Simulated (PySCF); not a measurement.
**SH₄⁻: structure of the doublet**

Aim: relax SH₄⁻ as a doublet from a see-saw start, check by its vibrations whether the end is a minimum, and collect its spectrum and constants.

Computed with PySCF 2.14.0. Level: PBE0, basis S def2-TZVPD, H def2-TZVPD, no relativity, density fitting.

## Step 1: The system as given

5 atoms, charge -1, spin multiplicity 2.

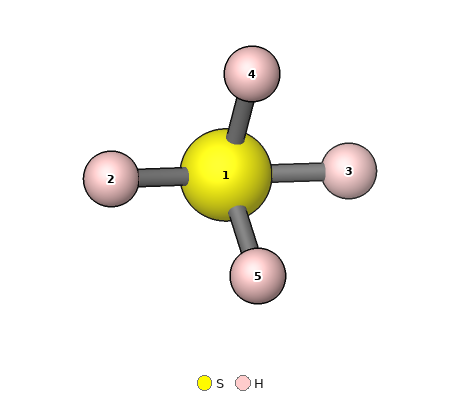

The starting geometry (sulfur yellow, hydrogen pink); atoms are numbered from 1 in the order of the file.

Z-matrix (Å, degrees; charge -1 multiplicity 2):
```
S
H  1 1.3500
H  1 1.3500 2 170.00
H  1 1.3500 2 86.92 3 -52.11
H  1 1.3500 2 86.92 3 52.11
```

## Step 2: First SCF at the start

One driver script runs all steps and calls PySCF; scf.py shows how it sets up the SCF of each step. The optimiser is the driver's own. After this first run the driver tries any further starts and a stability analysis.

scf.py reads:

```python
from pyscf import gto, scf, dft
mol = gto.M(atom='''
S      0.000000     0.000000     0.000000
H      0.000000     1.344900     0.117700
H     -0.000000    -1.344900     0.117700
H      1.063800     0.000000     0.831100
H     -1.063800     0.000000     0.831100''',
    basis={'S': 'def2-TZVPD', 'H': 'def2-TZVPD'},
    charge=-1, spin=1)
mf = dft.UKS(mol, xc='PBE0')
mf.grids.atom_grid = (50, 194)
aux = {'S': 'def2-universal-JKFIT', 'H': 'def2-universal-JKFIT'}
mf = mf.density_fit(auxbasis=aux)
mf.conv_tol = 1e-08
mf.diis_space = 10
mf.max_cycle = 60
mf.init_guess = 'minao'
mf.verbose = 4
mf.kernel()
```

Command:

```bash
$ OMP_NUM_THREADS=4 python axn.py task.json out
```

After this run come: Relaxing the doublet from the see-saw start; Frequencies.

What does the calculation give? Wanted: minimum; geometry; wavenumbers; dipole moment; highest occupied, lowest empty level; polar-tensor charge of S1; zero-point energy; ⟨S²⟩.

As calculated:

| quantity | value |
| --- | --- |
| minimum | doublet, D4h |
| geometry | S–H 1.488 Å (×4); H–S–H 90.0° (×4), H–S–H 180.0° (×2) |
| wavenumbers (cm⁻¹) | 254 (a2u), 991 (b2u), 1125 (eu), 1265 (b2g), 1339 (eu), 1734 (b1g), 1751 (a1g) |
| dipole moment (centre of mass) | 0.00 D |
| highest occupied, lowest empty level (either spin) | 1.48, 3.42 eV |
| polar-tensor charge of S1 | +1.03 e |
| zero-point energy | 65.3 kJ/mol |
| entropy at 298.15 K | 220.4 J/(mol K) |
| ⟨S²⟩ | 0.753 |

In words: The see-saw start (C2v) ends in a minimum of D4h symmetry. The strongest infrared band lies at 1339 cm⁻¹ (eu, mixed). Most of the spin sits on S1 (Mulliken spin 0.83, against 1 for the whole molecule). Other starts or spin states, not run here, may lie lower. The highest occupied level lies above zero: either self-interaction error lifts it or the extra electron is not bound, and the basis holds it in place.
